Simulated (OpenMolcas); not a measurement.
**NH3: excited-state calculation (part 2 of 2)**

NH3; FCI/STO-3G, RHF (OpenMolcas 26.06). The geometry comes from this level: PBE0-D4/def2-TZVP.

Geometry of the input (Å):
```
N  -0.0699  0.2495  0.1109
H  0.4905  -0.3018  0.7492
H  -0.8875  -0.3019  -0.1189
H  0.4669  0.3543  -0.7412
```

**Log, continued**
```
::    RASSCF root number  1 Total energy:    -55.51881120
::    RASSCF root number  2 Total energy:    -54.98985146
::    RASSCF root number  3 Total energy:    -54.93502546
::    RASSCF root number  4 Total energy:    -54.93501940
      Von Neumann Entropy (Root   1) =  0.26866

      Mulliken population analysis for root number:  1
      -----------------------------------------------

++    Molecular charges:
      ------------------

      Mulliken charges per centre
      ---------------------------

                N1      H2      H3      H4
      Total    7.4431  0.8523  0.8523  0.8523

      N-E     -0.4431  0.1477  0.1477  0.1477

      Total electronic charge=   10.000000

      Total            charge=   -0.000000
--

      Expectation values of various properties for root number:  1
      -----------------------------------------------------------

++    Molecular properties:
      ---------------------

      Charge (e):
                      =   -0.0000
      Dipole Moment (debye):
      Origin of the operator (angstrom)=   -0.0534    0.1904    0.0847
                   X=  4.2893E-01               Y= -1.5307E+00               Z= -6.8063E-01           Total=  1.7292E+00
      Quadrupole Moment (debye*angstrom):
      Origin of the operator (angstrom)=   -0.0534    0.1904    0.0847
                  XX= -6.0755E+00              XY=  3.4286E-01              XZ=  1.5247E-01              YY= -7.2031E+00
                  YZ= -5.4405E-01              ZZ= -6.2214E+00
      In traceless form (debye*angstrom)
                  XX=  6.3671E-01              XY=  5.1428E-01              XZ=  2.2871E-01              YY= -1.0546E+00
                  YZ= -8.1608E-01              ZZ=  4.1789E-01
--

      Von Neumann Entropy (Root   2) =  1.32408

      Mulliken population analysis for root number:  2
      -----------------------------------------------

++    Molecular charges:
      ------------------

      Mulliken charges per centre
      ---------------------------

                N1      H2      H3      H4
      Total    7.1334  0.9556  0.9555  0.9555

      N-E     -0.1334  0.0444  0.0445  0.0445

      Total electronic charge=   10.000000

      Total            charge=   -0.000000
--

      Expectation values of various properties for root number:  2
      -----------------------------------------------------------

++    Molecular properties:
      ---------------------

      Charge (e):
                      =   -0.0000
      Dipole Moment (debye):
      Origin of the operator (angstrom)=   -0.0534    0.1904    0.0847
                   X= -1.6395E-01               Y=  5.8537E-01               Z=  2.6000E-01           Total=  6.6116E-01
      Quadrupole Moment (debye*angstrom):
      Origin of the operator (angstrom)=   -0.0534    0.1904    0.0847
                  XX= -7.4681E+00              XY= -1.4347E-01              XZ= -6.3973E-02              YY= -6.9962E+00
                  YZ=  2.2776E-01              ZZ= -7.4069E+00
      In traceless form (debye*angstrom)
                  XX= -2.6653E-01              XY= -2.1521E-01              XZ= -9.5960E-02              YY=  4.4133E-01
                  YZ=  3.4165E-01              ZZ= -1.7481E-01
--

      Von Neumann Entropy (Root   3) =  1.26325

      Mulliken population analysis for root number:  3
      -----------------------------------------------

++    Molecular charges:
      ------------------

      Mulliken charges per centre
      ---------------------------

                N1      H2      H3      H4
      Total    7.2001  0.9932  0.8142  0.9924

      N-E     -0.2001  0.0068  0.1858  0.0076

      Total electronic charge=   10.000000

      Total            charge=   -0.000000
--

      Expectation values of various properties for root number:  3
      -----------------------------------------------------------

++    Molecular properties:
      ---------------------

      Charge (e):
                      =   -0.0000
      Dipole Moment (debye):
      Origin of the operator (angstrom)=   -0.0534    0.1904    0.0847
                   X= -8.3959E-01               Y= -4.5537E-01               Z= -1.9108E-01           Total=  9.7406E-01
      Quadrupole Moment (debye*angstrom):
      Origin of the operator (angstrom)=   -0.0534    0.1904    0.0847
                  XX= -6.6415E+00              XY=  5.3559E-01              XZ=  2.1189E-01              YY= -6.5923E+00
                  YZ=  5.7438E-01              ZZ= -7.6630E+00
      In traceless form (debye*angstrom)
                  XX=  4.8612E-01              XY=  8.0338E-01              XZ=  3.1784E-01              YY=  5.5991E-01
                  YZ=  8.6157E-01              ZZ= -1.0460E+00
--

      Von Neumann Entropy (Root   4) =  1.26935

      Mulliken population analysis for root number:  4
      -----------------------------------------------

++    Molecular charges:
      ------------------

      Mulliken charges per centre
      ---------------------------

                N1      H2      H3      H4
      Total    7.2001  0.8733  1.0524  0.8742

      N-E     -0.2001  0.1267 -0.0524  0.1258

      Total electronic charge=   10.000000

      Total            charge=   -0.000000
--

      Expectation values of various properties for root number:  4
      -----------------------------------------------------------

++    Molecular properties:
      ---------------------

      Charge (e):
                      =   -0.0000
      Dipole Moment (debye):
      Origin of the operator (angstrom)=   -0.0534    0.1904    0.0847
                   X=  9.7351E-01               Y= -2.2827E-02               Z= -2.1268E-02           Total=  9.7401E-01
      Quadrupole Moment (debye*angstrom):
      Origin of the operator (angstrom)=   -0.0534    0.1904    0.0847
                  XX= -7.5572E+00              XY= -7.5172E-01              XZ= -3.0779E-01              YY= -6.8957E+00
                  YZ= -2.3150E-01              ZZ= -6.4440E+00
      In traceless form (debye*angstrom)
                  XX= -8.8731E-01              XY= -1.1276E+00              XZ= -4.6168E-01              YY=  1.0482E-01
                  YZ= -3.4726E-01              ZZ=  7.8249E-01
--

      Average orbitals are written to the RASORB file
      Natural orbitals for root   1 are written to the RASORB.1 file
      Natural orbitals for root   2 are written to the RASORB.2 file
      Natural orbitals for root   3 are written to the RASORB.3 file
      Natural orbitals for root   4 are written to the RASORB.4 file
      Spin density orbitals for root   1 are written to the SPDORB.1 file
      Spin density orbitals for root   2 are written to the SPDORB.2 file
      Spin density orbitals for root   3 are written to the SPDORB.3 file
      Spin density orbitals for root   4 are written to the SPDORB.4 file

--- Stop Module: rasscf /rc=_RC_ALL_IS_WELL_ ---
           step3.RasOrb.4 step3.rasscf.h5 step3.SpdOrb.1 step3.SpdOrb.2 step3.SpdOrb.3 step3.SpdOrb.4 xmldump

--- Start Module: rassi ---

                                               &RASSI

                       available to each process: 1.9 GB of memory, 1 thread

      ********************************************************************************
      *                             General data section                             *
      ********************************************************************************

   Specific data for JOBIPH file JOBIPH
   -------------------------------------

   Header from SEWARD:

   CASSCF title (first line only):
       (No title given)

  STATE IRREP:                1
  SPIN MULTIPLICITY:          1
  ACTIVE ELECTRONS:           8
  MAX RAS1 HOLES:             0
  MAX RAS3 ELECTRONS:         0
  NR OF CONFIG:             490

   The following data are common to all the states:
   ------------------------------------------------
   (note: frozen counts as inactive, deleted as secondary)

      Nr of irreps: 1

                 Total     No./Irrep
      Irrep                  1
                             a

      INACTIVE       1       1
      ACTIVE         7       7
      SECONDARY      0       0
      BASIS          8       8

      RAS1           0       0
      RAS2           7       7
      RAS3           0       0

        MATRIX ELEMENTS WILL BE COMPUTED FOR THE FOLLOWING ONE-ELECTRON OPERATORS, UNLESS ZERO BY SYMMETRY.
   (Herm=Hermitian, Anti=Antihermitian, Sing=Singlet operator, Trip=Triplet operator)
     MLTPL  0   1 (HERMSING)     MLTPL  1   1 (HERMSING)     MLTPL  1   2 (HERMSING)
     MLTPL  1   3 (HERMSING)     MLTPL  2   1 (HERMSING)     MLTPL  2   2 (HERMSING)
     MLTPL  2   3 (HERMSING)     MLTPL  2   4 (HERMSING)     MLTPL  2   5 (HERMSING)
     MLTPL  2   6 (HERMSING)     VELOCITY   1 (ANTISING)     VELOCITY   2 (ANTISING)
     VELOCITY   3 (ANTISING)     ANGMOM     1 (ANTISING)     ANGMOM     2 (ANTISING)
     ANGMOM     3 (ANTISING)     MLTPV  2   1 (ANTISING)     MLTPV  2   2 (ANTISING)
     MLTPV  2   3 (ANTISING)     MLTPV  2   4 (ANTISING)     MLTPV  2   5 (ANTISING)
     MLTPV  2   6 (ANTISING)

       EIGENSTATES OF A SPIN-FREE HAMILTONIAN WILL BE COMPUTED BASED ON:

  A Hamiltonian matrix computed by RASSI.

  Nr of states:                    4

   State:        1   2   3   4
  JobIph:        1   1   1   1
 Root nr:        1   2   3   4

  HAMILTONIAN MATRIX FOR THE ORIGINAL STATES:

  Diagonal, with energies
    -55.51881120    -54.98985146    -54.93502546    -54.93501940

      OVERLAP MATRIX FOR THE ORIGINAL STATES:

  Diagonal, with elements
      1.00000000      1.00000000      1.00000000      1.00000000

::    RASSI State    1     Total energy:     -55.51881120428344
::    RASSI State    2     Total energy:     -54.98985145680444
::    RASSI State    3     Total energy:     -54.93502545751161
::    RASSI State    4     Total energy:     -54.93501939571059

      ****************************************************************************************************
      *                                         Spin-free section                                        *
      *                 Note: index according to input order, order according to energy.                 *
      ****************************************************************************************************

  SPIN-FREE ENERGIES:
  (Shifted by EMIN (a.u.) =        -55.5188112043)

 SF State       Relative EMIN(au)   Rel lowest level(eV)    D:o, cm**(-1)

     1             0.0000000000        0.0000000000              0.0000
     2             0.5289597475       14.3937279972         116093.2456
     3             0.5837857468       15.8856194403         128126.1616
     4             0.5837918086       15.8857843903         128127.4920

++ Dipole transition strengths (spin-free states):
   -----------------------------------------------
     for osc. strength at least  1.00000000E-05

      From   To        Osc. strength     Einstein coefficients Ax, Ay, Az (sec-1)    Total A (sec-1)
     -----------------------------------------------------------------------------------------------
         1    2       4.40201301E-05  2.42547637E+04  3.10877630E+05  6.06053322E+04  3.95737726E+05
         1    3       5.91152670E-02  1.74565817E+05  1.04814577E+08  5.42328603E+08  6.47317746E+08
         1    4       5.91159825E-02  6.07336960E+08  3.52946771E+07  4.70738670E+06  6.47339024E+08
         2    3       1.97850543E-02  5.17070120E+02  3.09344972E+05  1.60096440E+06  1.91082644E+06
         2    4       1.97881400E-02  1.79343272E+06  1.04203506E+05  1.39108606E+04  1.91154708E+06
     -----------------------------------------------------------------------------------------------
--

++ Velocity transition strengths (spin-free states):
   -------------------------------------------------
     for osc. strength at least  1.00000000E-05

      From   To        Osc. strength     Einstein coefficients Ax, Ay, Az (sec-1)    Total A (sec-1)
     -----------------------------------------------------------------------------------------------
         1    2       5.78164660E-02  3.19747884E+07  4.07293636E+08  8.04973454E+07  5.19765769E+08
         1    3       5.26379718E-02  1.55121388E+05  9.33032251E+07  4.82932407E+08  5.76390753E+08
         1    4       5.26381434E-02  5.40789062E+08  3.14244774E+07  4.19106266E+06  5.76404602E+08
         2    3       8.82676963E-02  2.30342442E+03  1.38025908E+06  7.14226867E+06  8.52483118E+06
         2    4       8.82675919E-02  7.99981284E+06  4.64863401E+05  6.20300491E+04  8.52670629E+06
     -----------------------------------------------------------------------------------------------
--

++ Length and velocity gauge comparison (spin-free states):
   --------------------------------------------------------

 --------------------------------------------------
 A comparison between the dipole oscillator strengths in
 length and velocity gauge will be performed

     All dipole oscillator differences above the tolerance of   1.00000000E-01  will be printed

 Due to basis set deficiency these oscillator may be problematic

 The tolerance is defined as ABS(1-O_l/O_v)
 O_l : dipole oscillator strength in length gauge
 O_p : dipole oscillator strength in velocity gauge
 --------------------------------------------------

  Problematic transitions have been found

      From   To       Difference (%) Osc. st. (len.) Osc. st. (vel.)
     ---------------------------------------------------------------
         1    2            99.923862  4.40201301E-05  5.78164660E-02
         1    3            12.305366  5.91152670E-02  5.26379718E-02
         1    4            12.306359  5.91159825E-02  5.26381434E-02
         2    3            77.585170  1.97850543E-02  8.82676963E-02
         2    4            77.581647  1.97881400E-02  8.82675919E-02
     ---------------------------------------------------------------

 Number of problematic transitions =                     5

--

 Electric-dipole - electric-octupole not included
 Electric-dipole - magnetic-quadrupole not included

      ****************************************************************************************************
      *                                    Special properties section                                    *
      ****************************************************************************************************

--- Stop Module: rassi /rc=_RC_ALL_IS_WELL_ ---

.##################.
.# Happy landing! #.
.##################.

    Timing: Wall=2.24 User=1.74 System=0.43
```

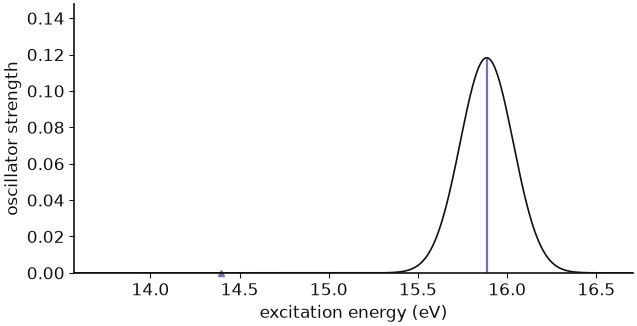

**Figure 1.** Computed excitations as sticks (degenerate states added up, dark ones marked on the axis), with a Gaussian envelope of 0.35 eV full width at half maximum, scaled to the tallest. Of the 3 states the lowest lies at 14.39 eV (f = 0.000); the strongest line is at 15.89 eV, or 78 nm (f = 0.118, summed over 2 states that lie within 0.004 eV).

**Results in brief**

```json
{"quantity": "outcome", "value": "converged"}
{"quantity": "total energy", "value": "−55.518811 hartree"}
{"quantity": "basis functions", "value": "8"}
{"quantity": "lowest singlet excitation", "value": "14.39 eV"}
{"quantity": "wall time", "value": "2.5 s"}
{"quantity": "peak memory", "value": "0.37 GiB"}
```
